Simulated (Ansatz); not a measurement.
## (ScN)2(TiC)2 [001] superlattice, started as rocksalt type: relaxing the cell for a phonon run

Task: relax (ScN)2(TiC)2 [001] superlattice, started as rocksalt type tightly.

Main program and level: Ansatz 0.2.0; DFT PBE, scalar-relativistic, plane waves, PAW.

The structure was built from a prototype and need not be the compound's stable phase.

## (1) Set-up

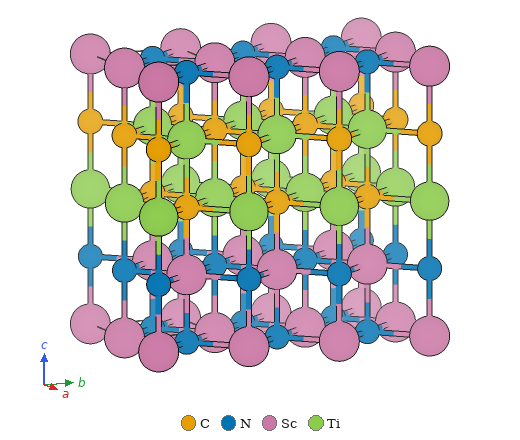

The cell as given, slightly off an axis (carbon orange, nitrogen blue, scandium pink, titanium green). 2×3×1 cells are drawn. Some periodic images of atoms are drawn too.

## (2) A coarse first look

A quick single point on a coarse mesh tells whether the cell has a gap and how far it is from rest, which sets the k mesh and smearing that follow.

Input file input.yaml:

```yaml
crystal:
  lattice:
    - [2.2075, 2.2075, 0.0]
    - [-2.2075, 2.2075, 0.0]
    - [0.0, 0.0, 8.83]
  atoms:
    - { symbol: C, position: [0.5, 0.5, 0.5] }
    - { symbol: C, position: [0.0, 0.0, 0.75] }
    - { symbol: "N", position: [0.5, 0.5, 0.0] }
    - { symbol: "N", position: [0.0, 0.0, 0.25] }
    - { symbol: Sc, position: [0.0, 0.0, 0.0] }
    - { symbol: Sc, position: [0.5, 0.5, 0.25] }
    - { symbol: Ti, position: [0.0, 0.0, 0.5] }
    - { symbol: Ti, position: [0.5, 0.5, 0.75] }
kpoints:
  mp_grid: { grid: [6, 6, 2] }
hamiltonian:
  xc: pbe
scf:
  occupations: { method: gaussian, width: 0.1 }
output:
  forces: true
  stress: true
  eigenvalues: true
```

Run with:

```sh
$ ansatz run input.yaml --threads 4 --pin off --max-ram 14336MiB --backend cpu --events-out ev --progress --plain --runs-dir out
```

Numbers of over 12 decimals in the logs are rounded to 6 here.

What it wrote:

```text
Engine: ansatz 0.2.0, aarch64-unknown-linux-gnu
Pseudopotentials: kind: paw
Pseudopotential: C, paw, valence charge 4, recommended cutoff 420 eV (normal), C.paw.azcp
Pseudopotential: N, paw, valence charge 5, recommended cutoff 420 eV (normal), N.paw.azcp
Pseudopotential: Sc, paw, valence charge 11, recommended cutoff 420 eV (normal), Sc.paw.azcp
[...]
k-point 0: bands = [... 28 lower, 13.5167, 13.5622, 13.5622, 14.1598, 14.3969, 14.5972, 14.5972, 14.9904, ... 3 higher]
  k-point 1: bands = [... 28 lower, 12.7428, 13.2797, 13.5613, 13.5613, 14.1101, 14.1101, 14.4578, 15.4344, ... 3 higher]
  k-point 2: bands = [... 28 lower, 12.6133, 12.6367, 13.0421, 13.3326, 14.4633, 14.8342, 15.0449, 15.3092, ... 3 higher]
  k-point 19: bands = [... 28 lower, 11.7271, 11.7271, 12.4353, 12.4353, 14.2603, 14.2603, 15.4002, 15.4002, ... 3 higher]
[key lines of the parts left out:]
SCF converged after 6 iterations
Free energy (F): -10551.291975 eV
Fermi energy:    13.443634 eV
P = ⅓ Tr σ = 1.0273 GPa (10.273 kbar)
```

Run time: 0.93 s. Hardware: 4 threads of Arm Neoverse V2, shared host; peak memory 0.44 GiB.

This step gave:

```yaml
pressure: 1.027 GPa
volume_per_atom: 10.76 Å³
gap_on_the_k_mesh: 0 eV
```

The coarse mesh shows no gap and a pressure of 1.0 GPa.

## (3) Rough relaxation

The start is far from rest, so a relaxation with loose tolerances brings it close first.

input.yaml: that of step 2 with these lines changed.

```diff
@@ -24 +24,6 @@
   eigenvalues: true
+relax:
+  adjacent_minimum: "off"
+  f_tol: 0.05
+  max_steps: 80
+  cell: { stress_tol: 0.5 }
```

What it wrote:

```text
[...]
Crystal: 8 atoms, lattice volume = 86.058 Å³
Basis set: ecut = 420 eV, 1717 PW (Γ), exchange–correlation on 48×48×120 points (8 copies of the dense FFT grid, shifted against one another)
Bands: 40, of which v1, the nominal top of the filled ones, is band 32 counted from 1 (31 counted from 0)
Symmetry: 16 space group operations
[...]
k-points: 20 of 72
[...]
- [2.204150, 2.204150, 0.0]
    - [-2.204150, 2.204150, 0.0]
    - [0.0, 0.0, 8.908105]
  atoms:
    - { symbol: C, position: [0.5, 0.5, 0.505757] }
    - { symbol: C, position: [0, 0, 0.744243] }
    - { symbol: N, position: [0.5, 0.5, -0.00567128] }
    - { symbol: N, position: [0, 0, 0.255671] }
    - { symbol: Sc, position: [0, 0, -0.00192411] }
    - { symbol: Sc, position: [0.5, 0.5, 0.251924] }
    - { symbol: Ti, position: [0, 0, 0.502757] }
    - { symbol: Ti, position: [0.5, 0.5, 0.747243] }
[key lines of the parts left out:]
SCF converged after 6 iterations
Free energy (F): -10551.368780 eV
Fermi energy:    13.335262 eV
P = ⅓ Tr σ = -0.0501 GPa (-0.501 kbar)
```

Elapsed: 5.6 s, on 4 threads; peak memory 0.47 GiB; 20 s of CPU time.

The steps of the relaxation:

```
step  energy less that of the first step (eV)  largest force component (eV/Å)  pressure (GPa)  volume (Å³)
   1                                   0.0000                          0.8047            1.03        86.06
   2                                  -0.0647                          0.2280           -0.05        86.45
   3                                  -0.0755                          0.0545            0.25        86.42
   4                                  -0.0755                          0.0397           -0.07        86.56
  5*                                  -0.0768                          0.0396           -0.05        86.56
```

Relaxation steps marked * repeat the geometry before them on a plane-wave basis chosen anew for their cell, so energy and pressure can jump there.

Forces are held to the 16 operations that the run works with; a distortion that breaks them can't arise in this run.

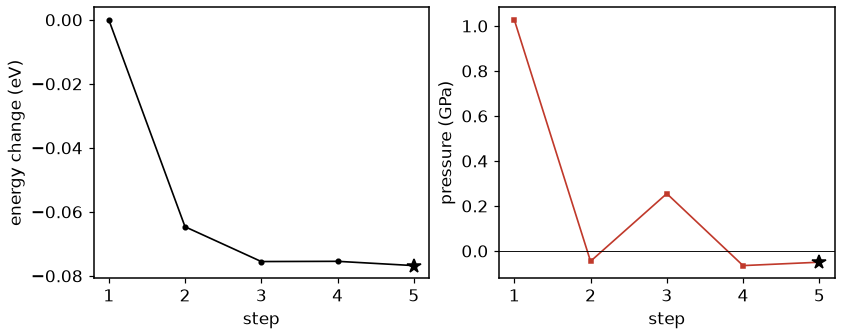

Energy and pressure along the relaxation. Stars mark steps on a basis chosen anew.

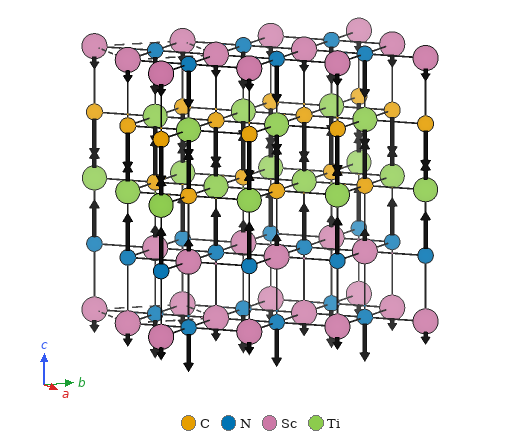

Displacements in the relaxation, exaggerated, measured against the changing cell; the longest in the cell stands for 0.05 Å. 2×3×1 cells are drawn. Some periodic images of atoms are drawn too.

```
conventional cell, symmetrised  before  after  change
                         a (Å)   3.122  3.117  -0.2 %
                         b (Å)   3.122  3.117  -0.2 %
                         c (Å)   8.830  8.908  +0.9 %
              volume (Å³/atom)   10.76  10.82  +0.6 %
```

The atoms that moved most (Å, as changes of fractional coordinates times the final cell):

```
atom     dx     dy      dz  length
  C2  0.000  0.000  -0.051   0.051
  C1  0.000  0.000   0.051   0.051
  N3  0.000  0.000  -0.051   0.051
  N4  0.000  0.000   0.051   0.051
 Ti7  0.000  0.000   0.025   0.025
 Ti8  0.000  0.000  -0.025   0.025
 Sc6  0.000  0.000   0.017   0.017
 Sc5  0.000  0.000  -0.017   0.017
```

This step gave:

```
pressure        : -0.05012 GPa
volume per atom : 10.82 Å³
```

In this step the volume went from 10.76 to 10.82 Å³/atom.

## (4) Relaxation

Harmonic phonons are second derivatives at a point where the forces vanish, and they are wanted at zero stress, so atoms and cell are relaxed first.

Input file input.yaml:

```yaml
crystal:
  lattice:
    - [2.2041501971, 2.2041501971, 0.0]
    - [-2.2041501971, 2.2041501971, 0.0]
    - [0.0, 0.0, 8.9081047328]
  atoms:
    - { symbol: C, position: [0.5, 0.5, 0.5057573359] }
    - { symbol: C, position: [0.0, 0.0, 0.7442426641] }
    - { symbol: "N", position: [0.5, 0.5, -0.0056712836] }
    - { symbol: "N", position: [0.0, 0.0, 0.2556712836] }
    - { symbol: Sc, position: [0.0, 0.0, -0.0019241061] }
    - { symbol: Sc, position: [0.5, 0.5, 0.2519241061] }
    - { symbol: Ti, position: [0.0, 0.0, 0.502757404] }
    - { symbol: Ti, position: [0.5, 0.5, 0.747242596] }
kpoints:
  mp_grid: { grid: [12, 12, 4] }
hamiltonian:
  xc: pbe
scf:
  occupations: { method: gaussian, width: 0.1 }
output:
  forces: true
  stress: true
  eigenvalues: true
relax:
  adjacent_minimum: "off"
  f_tol: 0.005
  max_steps: 80
  cell: { stress_tol: 0.05 }
```

What it wrote:

```text
[...]
Crystal: 8 atoms, lattice volume = 86.556 Å³
Basis set: ecut = 420 eV, 1717 PW (Γ), exchange–correlation on 48×48×120 points (8 copies of the dense FFT grid, shifted against one another)
Bands: 40, of which v1, the nominal top of the filled ones, is band 32 counted from 1 (31 counted from 0)
[... 1 set-up line as in the run before ...]
[...]
k-points: 84 of 576
[...]
SCF iter   1: F=—  HF=-10551.346408 eV  |F-HF|=—  |Δ(HF+E_count)|=         —  Δρ=3.65e-3  dr2=2.29e-2  ethr=1.77e-3  ⟨swp⟩=4.0  Hψ=12364  notcnv=0
[...]
SCF iter   7: F=-10551.342912 eV  HF=-10551.342912 eV  |F-HF|=4.54e-9  |Δ(HF+E_count)|=   5.14e-9  Δρ=5.03e-6  dr2=2.01e-8  ethr=1.56e-10  ⟨swp⟩=7.5  Hψ=13093  notcnv=0
SCF 1 converged in 7 iterations: F = -10551.342912 eV  dr2 = 2.01e-8
[...]
relax step   1: F+E_penalty+E_count = -10551.34291154 eV  Δ(F+E_penalty+E_count) = +0.000e0 eV  max|allowed force component| = 1.297e-1 eV/Å  Δτ_max = 0.0000 Å  P = +0.095 GPa  Ω = 86.556 Å³  (7 SCF iters, dr2 threshold 1.00e-7 eV, accepted)
Crystal: 8 atoms, lattice volume = 86.609 Å³
[...]
SCF iter   6: F=-10551.342250 eV  HF=-10551.342251 eV  |F-HF|=9.68e-8  |Δ(HF+E_count)|=   9.66e-8  Δρ=5.90e-6  dr2=1.19e-7  ethr=1.25e-9  ⟨swp⟩=5.3  Hψ=10916  notcnv=0
SCF 2 converged in 6 iterations: F = -10551.342250 eV  dr2 = 1.19e-7
relax step   2: F+E_penalty+E_count = -10551.34225045 eV  Δ(F+E_penalty+E_count) = +6.611e-4 eV  max|allowed force component| = 1.311e-1 eV/Å  Δτ_max = 0.0111 Å  P = -0.020 GPa  Ω = 86.609 Å³  energy of the carried Pulay correction = -1.124e-4 eV  (6 SCF iters, dr2 threshold 8.00e-7 eV, rejected (line search))
Crystal: 8 atoms, lattice volume = 86.589 Å³
[...]
SCF iter   9: F=-10551.344137 eV  HF=-10551.344137 eV  |F-HF|=7.28e-12  |Δ(HF+E_count)|=  3.09e-11  Δρ=1.44e-7  dr2=1.49e-11  ethr=1.00e-12  ⟨swp⟩=4.1  Hψ=10376  notcnv=0
SCF 3 converged in 9 iterations: F = -10551.344137 eV  dr2 = 1.49e-11
relax step   3: F+E_penalty+E_count = -10551.34413655 eV  Δ(F+E_penalty+E_count) = -1.225e-3 eV  max|allowed force component| = 4.066e-2 eV/Å  Δτ_max = 0.0053 Å  P = +0.027 GPa  Ω = 86.589 Å³  energy of the carried Pulay correction = -6.949e-5 eV  (9 SCF iters, accepted)
[...]
relax step   4: F+E_penalty+E_count = -10551.34424771 eV  Δ(F+E_penalty+E_count) = -1.112e-4 eV  max|allowed force component| = 3.608e-3 eV/Å  Δτ_max = 0.0027 Å  P = +0.023 GPa  Ω = 86.597 Å³  energy of the carried Pulay correction = -8.741e-5 eV  (6 SCF iters, dr2 threshold 1.03e-7 eV, accepted)
[...]
SCF iter  10: F=-10551.344323 eV  HF=-10551.344323 eV  |F-HF|=1.82e-12  |Δ(HF+E_count)|=  3.64e-12  Δρ=1.66e-9  dr2=2.75e-15  ethr=1.00e-12  ⟨swp⟩=1.9  Hψ=7366  notcnv=0
SCF 5 converged in 10 iterations: F = -10551.344323 eV  dr2 = 2.75e-15
relax step   5: F+E_penalty+E_count = -10551.34432326 eV  Δ(F+E_penalty+E_count) = -7.554e-5 eV  max|allowed force component| = 3.635e-3 eV/Å  Δτ_max = 0.0000 Å  P = +0.025 GPa  Ω = 86.597 Å³  stress off target by 3.51e-2 GPa  SCF on the basis re-selected at this cell (its energy is not comparable with the rows above)  (10 SCF iters)
[...]
SCF converged after 10 iterations
Free energy (F): -10551.344323 eV
[...]
Internal energy: -10551.342031 eV  (E = F + TS)
E sigma→0 (E₀):  -10551.343177 eV
Entropy (-TS):   -0.002292 eV (-0.286 meV/atom)
Fermi energy:    13.587728 eV
[...]
--- Forces (eV/Å), atoms counted from 1 ---
  atom   1  C      0.00000000    -0.00000000    -0.00025112
  atom   2  C      0.00000000     0.00000000     0.00025112
  atom   3  N      0.00000000     0.00000000     0.00332007
  atom   4  N      0.00000000     0.00000000    -0.00332007
  atom   5  Sc     0.00000000     0.00000000     0.00037658
  atom   6  Sc     0.00000000     0.00000000    -0.00037658
  atom   7  Ti     0.00000000     0.00000000     0.00363470
  atom   8  Ti     0.00000000     0.00000000    -0.00363470
  max |Σ_I F_I| component: 2.17e-19 eV/Å
--- Stress (GPa, compression-positive) ---
        0.019254      -0.000000       0.000000
       -0.000000       0.019254       0.000000
        0.000000       0.000000       0.035075
  P = ⅓ Tr σ = 0.0245 GPa (0.245 kbar)
--- Band table (eV; the first three rows and the last of 84) ---
  k-point 0: bands = [... 28 lower, 13.3943, 13.3943, 13.5079, 14.0224, 14.2910, 14.6172, 14.6172, 15.0840, ... 4 higher]
  k-point 1: bands = [... 28 lower, 13.3593, 13.3887, 13.3887, 13.4514, 14.2068, 14.3555, 14.3555, 15.2461, ... 4 higher]
  k-point 2: bands = [... 28 lower, 12.6298, 13.2459, 13.3831, 13.3831, 14.1971, 14.1971, 14.3672, 15.1635, ... 4 higher]
  k-point 83: bands = [... 28 lower, 11.8304, 11.8304, 12.3817, 12.3817, 14.2722, 14.2722, 15.2108, 15.2108, ... 4 higher]
--- Relaxed structure (4 steps of the walk, 3 accepted, 1 SCFs on fresh bases) ---
[...]
cell:  # Å, volume = 86.5974 Å³
    - [2.204627, 2.204627, 0.0]
    - [-2.204627, 2.204627, 0.0]
    - [0.0, 0.0, 8.908502]
  atoms:
    - { symbol: C, position: [0.5, 0.5, 0.506653] }
    - { symbol: C, position: [0, 0, 0.743347] }
    - { symbol: N, position: [0.5, 0.5, -0.00542439] }
    - { symbol: N, position: [0, 0, 0.255424] }
    - { symbol: Sc, position: [0, 0, -0.00232267] }
    - { symbol: Sc, position: [0.5, 0.5, 0.252323] }
    - { symbol: Ti, position: [0, 0, 0.502604] }
    - { symbol: Ti, position: [0.5, 0.5, 0.747396] }
```

The job ended after 20 s (4 threads; peak memory 0.6 GiB; 75 s of CPU time).

Relaxation path:

```
step  energy less that of the first step (eV)  largest force component (eV/Å)  pressure (GPa)  volume (Å³)
   1                                   0.0000                          0.1297            0.10        86.56
   2                                   0.0007                          0.1311           -0.02        86.61
   3                                  -0.0012                          0.0407            0.03        86.59
   4                                  -0.0013                          0.0036            0.02        86.60
  5*                                  -0.0014                          0.0036            0.02        86.60
```

Relaxation steps marked * repeat the geometry before them on a plane-wave basis chosen anew for their cell, so energy and pressure can jump there. Relaxation step 2 was tried and not accepted.

Forces are held to the 16 operations that the run works with; a distortion that breaks them can't arise in this run.

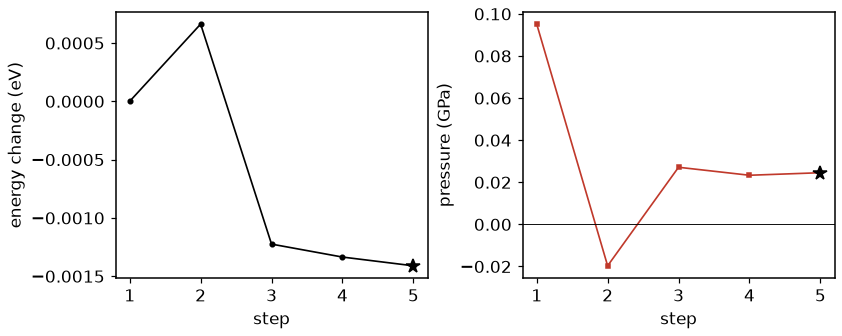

Energy and pressure along the relaxation. Stars mark steps on a basis chosen anew.

```
conventional cell, symmetrised  before  after  change
                         a (Å)   3.117  3.118  +0.0 %
                         b (Å)   3.117  3.118  +0.0 %
                         c (Å)   8.908  8.909  +0.0 %
              volume (Å³/atom)   10.82  10.82  +0.0 %
```

Numbers from this step:

| Property | Result |
| --- | --- |
| pressure | 0.02453 GPa |

In this step the volume went from 10.82 to 10.82 Å³/atom.

## (5) Tight relaxation

Phonons need a cell at rest on their own settings, so the relaxation is repeated with tight tolerances on forces and stress on the k mesh and occupations of the first response run.

Input file input.yaml:

```yaml
crystal:
  lattice:
    - [2.2046266334, 2.2046266334, 0.0]
    - [-2.2046266334, 2.2046266334, 0.0]
    - [0.0, 0.0, 8.9085017096]
  atoms:
    - { symbol: C, position: [0.5, 0.5, 0.5066530641] }
    - { symbol: C, position: [0.0, 0.0, 0.7433469359] }
    - { symbol: "N", position: [0.5, 0.5, -0.0054243914] }
    - { symbol: "N", position: [0.0, 0.0, 0.2554243914] }
    - { symbol: Sc, position: [0.0, 0.0, -0.0023226726] }
    - { symbol: Sc, position: [0.5, 0.5, 0.2523226726] }
    - { symbol: Ti, position: [0.0, 0.0, 0.5026039645] }
    - { symbol: Ti, position: [0.5, 0.5, 0.7473960355] }
kpoints:
  mp_grid: { grid: [12, 12, 4] }
hamiltonian:
  xc: pbe
scf:
  occupations: { method: methfessel_paxton, width: 0.2 }
output:
  forces: true
  stress: true
  eigenvalues: true
relax:
  adjacent_minimum: "off"
  f_tol: 0.001
  max_steps: 60
  cell: { stress_tol: 0.01 }
```

What it wrote:

```text
[...]
Crystal: 8 atoms, lattice volume = 86.597 Å³
Basis set: ecut = 420 eV, 1717 PW (Γ), exchange–correlation on 48×48×120 points (8 copies of the dense FFT grid, shifted against one another)
Bands: 40, of which v1, the nominal top of the filled ones, is band 32 counted from 1 (31 counted from 0)
[... 1 set-up line as in the run before ...]
[...]
k-points: 84 of 576
[...]
- [0.0, 0.0, 8.909151]
  atoms:
    - { symbol: C, position: [0.500000, 0.500000, 0.506668] }
    - { symbol: C, position: [0, 0, 0.743332] }
    - { symbol: N, position: [0.500000, 0.500000, -0.00538831] }
    - { symbol: N, position: [0, 0, 0.255388] }
    - { symbol: Sc, position: [0, 0, -0.00232156] }
    - { symbol: Sc, position: [0.500000, 0.500000, 0.252322] }
    - { symbol: Ti, position: [0, 0, 0.502633] }
    - { symbol: Ti, position: [0.500000, 0.500000, 0.747367] }
[key lines of the parts left out:]
SCF converged after 10 iterations
Free energy (F): -10551.341904 eV
Fermi energy:    13.588358 eV
P = ⅓ Tr σ = -0.0011 GPa (-0.011 kbar)
```

It took 18 s on 4 threads; peak memory 0.6 GiB.

Little changed from the start: no atom moved by 0.005 Å and no cell edge by 0.1 %.

Numbers from this step:

```
pressure        : -0.001096 GPa
volume per atom : 10.83 Å³
```

The largest force component left is 0.26 meV/Å and the pressure is -0.001 GPa, within the tolerances set. The cell now holds 10.83 Å³/atom.

## (6) Outcome

```json
{"space group after relaxation (within 0.01 Å)": "P4/nmm", "lattice constant a": "3.118 Å", "lattice constant b": "3.118 Å", "lattice constant c": "8.909 Å", "volume per atom": "10.8 Å³"}
```

What this shows: The largest force component left is 0.26 meV/Å and the pressure is -0.001 GPa, within the tolerances set. The cell now holds 10.83 Å³/atom. The relaxation keeps the symmetry of its start, so it says nothing on stability against lower symmetry. The starting cell was built on a prototype and not taken from a measurement, so the phase need not exist.

[Logs are printed without paths, hosts, clocks, repeated set-up lines and the standing remarks that a program may print on its own settings, such as how far it seeks lower states.]

[Hosts, paths, dates, database ids (printed as entryN), source tags and the programs' standing remarks are cut or masked in the printed files.]
